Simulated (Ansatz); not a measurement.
Molecular dynamics of ZrH$_{3}$SOF$_{3}$ (part 1 of 3)

System: ZrH$_{3}$SOF$_{3}$.
Method: RHF/def2-SVP (Ansatz 0.2.0).

It belongs to a series of runs on one base structure; here: dynamics from the highest image of the converged band. Figures and captions count atoms from 1; the log counts them from 0 in places.

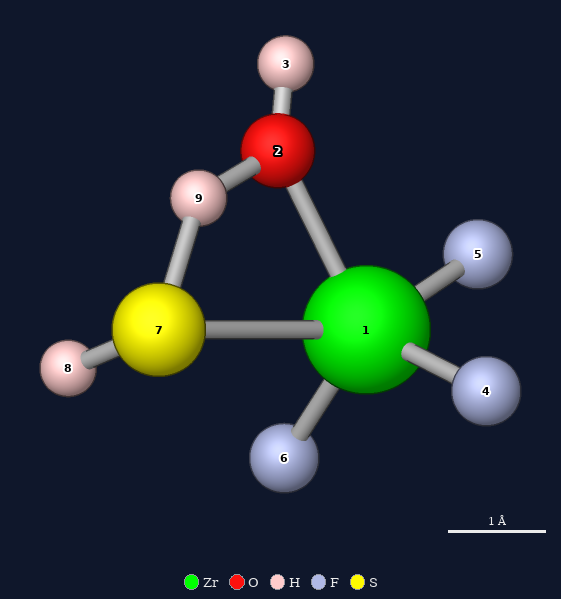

Fig. 1: The input geometry (ball-and-stick view, seen at a tilt; atoms are numbered from 1 in the order of the input). Sticks mark near contacts. Bond lengths as drawn: F–Zr 1.90 to 1.91 Å, H–O 0.95 to 1.24 Å, H–S 1.34 to 1.61 Å, O–Zr 2.10 Å and S–Zr 2.83 Å.

Results in brief:

```tsv
quantity	value
outcome	finished
mean temperature over the second half	1089 K
trajectory	200 steps, 100 fs
ensemble	nve
temperature in the input	300.0 K
time step	0.5 fs
potential energy (last step)	−22282.9009 eV
mean-field energy (last step)	−22282.9009 eV
largest force (length of the vector) (last step)	1.510 eV/Å
hardware	2 threads of Arm Neoverse V1, 24 GiB of memory available, shared host
wall time	6.8 min (CPU time 13 min)
peak memory	0.27 GiB
```

Remarks:

So short a trajectory is not equilibrated.

Input:
```yaml
crystal:
  periodic: [false, false, false]
  atoms:
    - { symbol: Zr, position_ang: [0.149293, -0.255098, -0.062667] }
    - { symbol: O, position_ang: [-0.069146, -0.272898, 2.025095] }
    - { symbol: H, position_ang: [-0.466147, 0.242136, 2.714899] }
    - { symbol: F, position_ang: [1.767656, 0.392736, -0.817686] }
    - { symbol: F, position_ang: [-0.960555, 1.293071, -0.168516] }
    - { symbol: F, position_ang: [-0.837427, -1.470489, -1.145283] }
    - { symbol: S, position_ang: [1.421074, -2.402213, 1.275107] }
    - { symbol: H, position_ang: [0.44862, -3.302738, 1.095584] }
    - { symbol: H, position_ang: [0.585131, -1.325108, 2.125068] }
basis:
  gaussian: { orbitals: def2-SVP }
hamiltonian:
  xc: hf
md:
  timestep: 0.5
  n_steps: 200
  ensemble: nve
  temperature: 300.0
  initial_velocities: maxwell_boltzmann
  seed: 4008
```

Command:
```bash
ansatz run input.yaml --threads 2 --pin off --max-ram 3072MiB --backend cpu --events-out ev --progress --plain --runs-dir out
```

What the program printed:
```
Engine: ansatz 0.2.0, aarch64-unknown-linux-gnu
Functional definition: HF
  exchange = exact_x
  correlation = 0
1243 factors; integrals over basis functions are off by at most 2.6e-4 eV
mean field evaluation 1: about -22275.3761 eV, gradient 6.0e1 eV
mean field evaluation 2: about -22275.4924 eV, gradient 6.0e1 eV
mean field evaluation 4: about -22282.0286 eV, gradient 2.6e0 eV
mean field evaluation 8: about -22282.0888 eV, gradient 1.1e-1 eV
mean field -22282.08883750 eV, -818.8516614357 hartree, gradient 2.4e-5 eV, S^2 0.000000; 0 other end points of the search recorded, 0 dependent functions left out
the calculation of the forces begins
reference -22282.08883750 eV, -818.8516614357 hartree; 33, 33 occupied and 87, 87 virtual orbitals, 1243 factors
md step     0: t =     0.00 fs  T =   300.0 K  F+E_penalty+E_count = -22282.08883750 eV  E_kin = 0.271446 eV  conserved = -22281.81739150 eV  (38 SCF iters)
these checks for a lower state are left out or cut short: starts, cluster_reference, orbital_swaps, neighbouring_geometries, increment
1243 factors; integrals over basis functions are off by at most 2.6e-4 eV
mean field evaluation 16: about -22281.8607 eV, gradient 9.0e-3 eV
mean field -22282.08680670 eV, -818.8515868055 hartree, gradient 1.2e-5 eV, S^2 0.000000; 0 other end points of the search recorded, 0 dependent functions left out
the calculation of the forces begins
reference -22282.08680670 eV, -818.8515868055 hartree; 33, 33 occupied and 87, 87 virtual orbitals, 1243 factors
md step     1: t =     0.50 fs  T =   297.9 K  F+E_penalty+E_count = -22282.08680670 eV  E_kin = 0.269524 eV  conserved = -22281.81728293 eV  (39 SCF iters)
[... from here on the SCF iterations and repeated set-up lines of each step are left out, up to the last step ...]
md step     2: t =     1.00 fs  T =   293.0 K  F+E_penalty+E_count = -22282.08217673 eV  E_kin = 0.265120 eV  conserved = -22281.81705628 eV  (39 SCF iters)
md step     3: t =     1.50 fs  T =   289.0 K  F+E_penalty+E_count = -22282.07833170 eV  E_kin = 0.261496 eV  conserved = -22281.81683536 eV  (39 SCF iters)
md step     4: t =     2.00 fs  T =   289.4 K  F+E_penalty+E_count = -22282.07858495 eV  E_kin = 0.261838 eV  conserved = -22281.81674726 eV  (39 SCF iters)
md step     5: t =     2.50 fs  T =   295.6 K  F+E_penalty+E_count = -22282.08430263 eV  E_kin = 0.267483 eV  conserved = -22281.81681968 eV  (39 SCF iters)
md step     6: t =     3.00 fs  T =   306.7 K  F+E_penalty+E_count = -22282.09449458 eV  E_kin = 0.277530 eV  conserved = -22281.81696472 eV  (39 SCF iters)
md step     7: t =     3.50 fs  T =   320.6 K  F+E_penalty+E_count = -22282.10711691 eV  E_kin = 0.290051 eV  conserved = -22281.81706581 eV  (39 SCF iters)
md step     8: t =     4.00 fs  T =   335.7 K  F+E_penalty+E_count = -22282.12083021 eV  E_kin = 0.303753 eV  conserved = -22281.81707729 eV  (39 SCF iters)
md step     9: t =     4.50 fs  T =   352.2 K  F+E_penalty+E_count = -22282.13573250 eV  E_kin = 0.318677 eV  conserved = -22281.81705521 eV  (38 SCF iters)
md step    10: t =     5.00 fs  T =   370.8 K  F+E_penalty+E_count = -22282.15259621 eV  E_kin = 0.335487 eV  conserved = -22281.81710905 eV  (38 SCF iters)
md step    11: t =     5.50 fs  T =   391.2 K  F+E_penalty+E_count = -22282.17125618 eV  E_kin = 0.353925 eV  conserved = -22281.81733124 eV  (38 SCF iters)
md step    12: t =     6.00 fs  T =   410.6 K  F+E_penalty+E_count = -22282.18923134 eV  E_kin = 0.371500 eV  conserved = -22281.81773116 eV  (38 SCF iters)
md step    13: t =     6.50 fs  T =   423.7 K  F+E_penalty+E_count = -22282.20159884 eV  E_kin = 0.383408 eV  conserved = -22281.81819062 eV  (38 SCF iters)
md step    14: t =     7.00 fs  T =   424.7 K  F+E_penalty+E_count = -22282.20277750 eV  E_kin = 0.384311 eV  conserved = -22281.81846672 eV  (38 SCF iters)
md step    15: t =     7.50 fs  T =   410.9 K  F+E_penalty+E_count = -22282.19010378 eV  E_kin = 0.371818 eV  conserved = -22281.81828586 eV  (38 SCF iters)
md step    16: t =     8.00 fs  T =   387.0 K  F+E_penalty+E_count = -22282.16770073 eV  E_kin = 0.350155 eV  conserved = -22281.81754559 eV  (38 SCF iters)
md step    17: t =     8.50 fs  T =   366.0 K  F+E_penalty+E_count = -22282.14767402 eV  E_kin = 0.331161 eV  conserved = -22281.81651267 eV  (39 SCF iters)
md step    18: t =     9.00 fs  T =   364.9 K  F+E_penalty+E_count = -22282.14592453 eV  E_kin = 0.330142 eV  conserved = -22281.81578271 eV  (39 SCF iters)
md step    19: t =     9.50 fs  T =   395.1 K  F+E_penalty+E_count = -22282.17340044 eV  E_kin = 0.357511 eV  conserved = -22281.81588935 eV  (63 SCF iters)
md step    20: t =    10.00 fs  T =   454.9 K  F+E_penalty+E_count = -22282.22843716 eV  E_kin = 0.411579 eV  conserved = -22281.81685837 eV  (39 SCF iters)
md step    21: t =    10.50 fs  T =   528.6 K  F+E_penalty+E_count = -22282.29643348 eV  E_kin = 0.478263 eV  conserved = -22281.81817063 eV  (39 SCF iters)
md step    22: t =    11.00 fs  T =   594.9 K  F+E_penalty+E_count = -22282.35741461 eV  E_kin = 0.538244 eV  conserved = -22281.81917065 eV  (39 SCF iters)
md step    23: t =    11.50 fs  T =   636.9 K  F+E_penalty+E_count = -22282.39578041 eV  E_kin = 0.576290 eV  conserved = -22281.81949090 eV  (39 SCF iters)
md step    24: t =    12.00 fs  T =   648.6 K  F+E_penalty+E_count = -22282.40607049 eV  E_kin = 0.586911 eV  conserved = -22281.81915957 eV  (39 SCF iters)
md step    25: t =    12.50 fs  T =   634.9 K  F+E_penalty+E_count = -22282.39292909 eV  E_kin = 0.574442 eV  conserved = -22281.81848709 eV  (39 SCF iters)
md step    26: t =    13.00 fs  T =   607.1 K  F+E_penalty+E_count = -22282.36705462 eV  E_kin = 0.549355 eV  conserved = -22281.81769930 eV  (39 SCF iters)
md step    27: t =    13.50 fs  T =   578.7 K  F+E_penalty+E_count = -22282.34072450 eV  E_kin = 0.523659 eV  conserved = -22281.81706512 eV  (39 SCF iters)
md step    28: t =    14.00 fs  T =   560.7 K  F+E_penalty+E_count = -22282.32399175 eV  E_kin = 0.507294 eV  conserved = -22281.81669819 eV  (39 SCF iters)
md step    29: t =    14.50 fs  T =   559.5 K  F+E_penalty+E_count = -22282.32281392 eV  E_kin = 0.506204 eV  conserved = -22281.81660992 eV  (39 SCF iters)
md step    30: t =    15.00 fs  T =   577.0 K  F+E_penalty+E_count = -22282.33877605 eV  E_kin = 0.522040 eV  conserved = -22281.81673575 eV  (39 SCF iters)
md step    31: t =    15.50 fs  T =   611.3 K  F+E_penalty+E_count = -22282.37004825 eV  E_kin = 0.553077 eV  conserved = -22281.81697175 eV  (39 SCF iters)
md step    32: t =    16.00 fs  T =   658.4 K  F+E_penalty+E_count = -22282.41297274 eV  E_kin = 0.595744 eV  conserved = -22281.81722844 eV  (39 SCF iters)
md step    33: t =    16.50 fs  T =   713.9 K  F+E_penalty+E_count = -22282.46342330 eV  E_kin = 0.645934 eV  conserved = -22281.81748960 eV  (38 SCF iters)
md step    34: t =    17.00 fs  T =   772.8 K  F+E_penalty+E_count = -22282.51706132 eV  E_kin = 0.699234 eV  conserved = -22281.81782688 eV  (39 SCF iters)
md step    35: t =    17.50 fs  T =   828.9 K  F+E_penalty+E_count = -22282.56833778 eV  E_kin = 0.750021 eV  conserved = -22281.81831696 eV  (39 SCF iters)
md step    36: t =    18.00 fs  T =   873.8 K  F+E_penalty+E_count = -22282.60951015 eV  E_kin = 0.790612 eV  conserved = -22281.81889797 eV  (39 SCF iters)
md step    37: t =    18.50 fs  T =   897.9 K  F+E_penalty+E_count = -22282.63174105 eV  E_kin = 0.812435 eV  conserved = -22281.81930601 eV  (39 SCF iters)
md step    38: t =    19.00 fs  T =   895.1 K  F+E_penalty+E_count = -22282.62908498 eV  E_kin = 0.809880 eV  conserved = -22281.81920517 eV  (38 SCF iters)
md step    39: t =    19.50 fs  T =   867.5 K  F+E_penalty+E_count = -22282.60338861 eV  E_kin = 0.784940 eV  conserved = -22281.81844881 eV  (38 SCF iters)
md step    40: t =    20.00 fs  T =   827.8 K  F+E_penalty+E_count = -22282.56628211 eV  E_kin = 0.749005 eV  conserved = -22281.81727754 eV  (39 SCF iters)
md step    41: t =    20.50 fs  T =   794.8 K  F+E_penalty+E_count = -22282.53544486 eV  E_kin = 0.719182 eV  conserved = -22281.81626290 eV  (38 SCF iters)
md step    42: t =    21.00 fs  T =   784.9 K  F+E_penalty+E_count = -22282.52611617 eV  E_kin = 0.710159 eV  conserved = -22281.81595706 eV  (38 SCF iters)
md step    43: t =    21.50 fs  T =   802.9 K  F+E_penalty+E_count = -22282.54298140 eV  E_kin = 0.726487 eV  conserved = -22281.81649420 eV  (38 SCF iters)
md step    44: t =    22.00 fs  T =   840.6 K  F+E_penalty+E_count = -22282.57807610 eV  E_kin = 0.760554 eV  conserved = -22281.81752219 eV  (39 SCF iters)
md step    45: t =    22.50 fs  T =   881.1 K  F+E_penalty+E_count = -22282.61577606 eV  E_kin = 0.797274 eV  conserved = -22281.81850244 eV  (38 SCF iters)
md step    46: t =    23.00 fs  T =   908.1 K  F+E_penalty+E_count = -22282.64075406 eV  E_kin = 0.821706 eV  conserved = -22281.81904839 eV  (37 SCF iters)
md step    47: t =    23.50 fs  T =   911.7 K  F+E_penalty+E_count = -22282.64400581 eV  E_kin = 0.824964 eV  conserved = -22281.81904187 eV  (37 SCF iters)
md step    48: t =    24.00 fs  T =   891.2 K  F+E_penalty+E_count = -22282.62497066 eV  E_kin = 0.806397 eV  conserved = -22281.81857364 eV  (38 SCF iters)
md step    49: t =    24.50 fs  T =   853.8 K  F+E_penalty+E_count = -22282.59035924 eV  E_kin = 0.772501 eV  conserved = -22281.81785871 eV  (39 SCF iters)
md step    50: t =    25.00 fs  T =   810.9 K  F+E_penalty+E_count = -22282.55091972 eV  E_kin = 0.733759 eV  conserved = -22281.81716111 eV  (39 SCF iters)
md step    51: t =    25.50 fs  T =   774.3 K  F+E_penalty+E_count = -22282.51734256 eV  E_kin = 0.700639 eV  conserved = -22281.81670374 eV  (39 SCF iters)
md step    52: t =    26.00 fs  T =   751.8 K  F+E_penalty+E_count = -22282.49680061 eV  E_kin = 0.680234 eV  conserved = -22281.81656704 eV  (67 SCF iters)
md step    53: t =    26.50 fs  T =   746.0 K  F+E_penalty+E_count = -22282.49163009 eV  E_kin = 0.674958 eV  conserved = -22281.81667227 eV  (39 SCF iters)
md step    54: t =    27.00 fs  T =   755.4 K  F+E_penalty+E_count = -22282.50039729 eV  E_kin = 0.683518 eV  conserved = -22281.81687903 eV  (39 SCF iters)
md step    55: t =    27.50 fs  T =   776.8 K  F+E_penalty+E_count = -22282.51995734 eV  E_kin = 0.702855 eV  conserved = -22281.81710262 eV  (39 SCF iters)
md step    56: t =    28.00 fs  T =   806.2 K  F+E_penalty+E_count = -22282.54677681 eV  E_kin = 0.729424 eV  conserved = -22281.81735264 eV  (39 SCF iters)
md step    57: t =    28.50 fs  T =   839.1 K  F+E_penalty+E_count = -22282.57690002 eV  E_kin = 0.759215 eV  conserved = -22281.81768463 eV  (39 SCF iters)
md step    58: t =    29.00 fs  T =   869.9 K  F+E_penalty+E_count = -22282.60522225 eV  E_kin = 0.787097 eV  conserved = -22281.81812573 eV  (39 SCF iters)
md step    59: t =    29.50 fs  T =   891.5 K  F+E_penalty+E_count = -22282.62521894 eV  E_kin = 0.806614 eV  conserved = -22281.81860502 eV  (39 SCF iters)
md step    60: t =    30.00 fs  T =   896.5 K  F+E_penalty+E_count = -22282.63009569 eV  E_kin = 0.811152 eV  conserved = -22281.81894326 eV  (39 SCF iters)
md step    61: t =    30.50 fs  T =   880.5 K  F+E_penalty+E_count = -22282.61556437 eV  E_kin = 0.796667 eV  conserved = -22281.81889721 eV  (39 SCF iters)
md step    62: t =    31.00 fs  T =   845.6 K  F+E_penalty+E_count = -22282.58338712 eV  E_kin = 0.765076 eV  conserved = -22281.81831114 eV  (39 SCF iters)
md step    63: t =    31.50 fs  T =   802.5 K  F+E_penalty+E_count = -22282.54343344 eV  E_kin = 0.726129 eV  conserved = -22281.81730409 eV  (39 SCF iters)
md step    64: t =    32.00 fs  T =   768.4 K  F+E_penalty+E_count = -22282.51157555 eV  E_kin = 0.695248 eV  conserved = -22281.81632804 eV  (39 SCF iters)
md step    65: t =    32.50 fs  T =   759.1 K  F+E_penalty+E_count = -22282.50279709 eV  E_kin = 0.686865 eV  conserved = -22281.81593211 eV  (39 SCF iters)
md step    66: t =    33.00 fs  T =   781.0 K  F+E_penalty+E_count = -22282.52304781 eV  E_kin = 0.706682 eV  conserved = -22281.81636624 eV  (39 SCF iters)
md step    67: t =    33.50 fs  T =   826.9 K  F+E_penalty+E_count = -22282.56557094 eV  E_kin = 0.748185 eV  conserved = -22281.81738643 eV  (38 SCF iters)
md step    68: t =    34.00 fs  T =   879.7 K  F+E_penalty+E_count = -22282.61443054 eV  E_kin = 0.795970 eV  conserved = -22281.81846013 eV  (38 SCF iters)
md step    69: t =    34.50 fs  T =   921.0 K  F+E_penalty+E_count = -22282.65242587 eV  E_kin = 0.833301 eV  conserved = -22281.81912521 eV  (39 SCF iters)
md step    70: t =    35.00 fs  T =   938.3 K  F+E_penalty+E_count = -22282.66822884 eV  E_kin = 0.849022 eV  conserved = -22281.81920720 eV  (39 SCF iters)
md step    71: t =    35.50 fs  T =   929.1 K  F+E_penalty+E_count = -22282.65946785 eV  E_kin = 0.840678 eV  conserved = -22281.81878988 eV  (39 SCF iters)
md step    72: t =    36.00 fs  T =   899.2 K  F+E_penalty+E_count = -22282.63173480 eV  E_kin = 0.813635 eV  conserved = -22281.81810000 eV  (40 SCF iters)
md step    73: t =    36.50 fs  T =   859.7 K  F+E_penalty+E_count = -22282.59523616 eV  E_kin = 0.777858 eV  conserved = -22281.81737825 eV  (40 SCF iters)
md step    74: t =    37.00 fs  T =   822.5 K  F+E_penalty+E_count = -22282.56103660 eV  E_kin = 0.744232 eV  conserved = -22281.81680464 eV  (39 SCF iters)
md step    75: t =    37.50 fs  T =   797.5 K  F+E_penalty+E_count = -22282.53811651 eV  E_kin = 0.721638 eV  conserved = -22281.81647827 eV  (39 SCF iters)
md step    76: t =    38.00 fs  T =   790.5 K  F+E_penalty+E_count = -22282.53167123 eV  E_kin = 0.715247 eV  conserved = -22281.81642460 eV  (39 SCF iters)
md step    77: t =    38.50 fs  T =   802.4 K  F+E_penalty+E_count = -22282.54261062 eV  E_kin = 0.726000 eV  conserved = -22281.81661015 eV  (40 SCF iters)
md step    78: t =    39.00 fs  T =   830.1 K  F+E_penalty+E_count = -22282.56805020 eV  E_kin = 0.751091 eV  conserved = -22281.81695922 eV  (39 SCF iters)
md step    79: t =    39.50 fs  T =   867.7 K  F+E_penalty+E_count = -22282.60252178 eV  E_kin = 0.785145 eV  conserved = -22281.81737631 eV  (39 SCF iters)
md step    80: t =    40.00 fs  T =   908.2 K  F+E_penalty+E_count = -22282.63950681 eV  E_kin = 0.821725 eV  conserved = -22281.81778142 eV  (39 SCF iters)
md step    81: t =    40.50 fs  T =   944.5 K  F+E_penalty+E_count = -22282.67272478 eV  E_kin = 0.854582 eV  conserved = -22281.81814246 eV  (40 SCF iters)
md step    82: t =    41.00 fs  T =   970.6 K  F+E_penalty+E_count = -22282.69671034 eV  E_kin = 0.878250 eV  conserved = -22281.81846053 eV  (40 SCF iters)
md step    83: t =    41.50 fs  T =   981.7 K  F+E_penalty+E_count = -22282.70691320 eV  E_kin = 0.888220 eV  conserved = -22281.81869303 eV  (39 SCF iters)
md step    84: t =    42.00 fs  T =   974.5 K  F+E_penalty+E_count = -22282.70042704 eV  E_kin = 0.881739 eV  conserved = -22281.81868757 eV  (39 SCF iters)
md step    85: t =    42.50 fs  T =   950.4 K  F+E_penalty+E_count = -22282.67818988 eV  E_kin = 0.859928 eV  conserved = -22281.81826141 eV  (40 SCF iters)
```
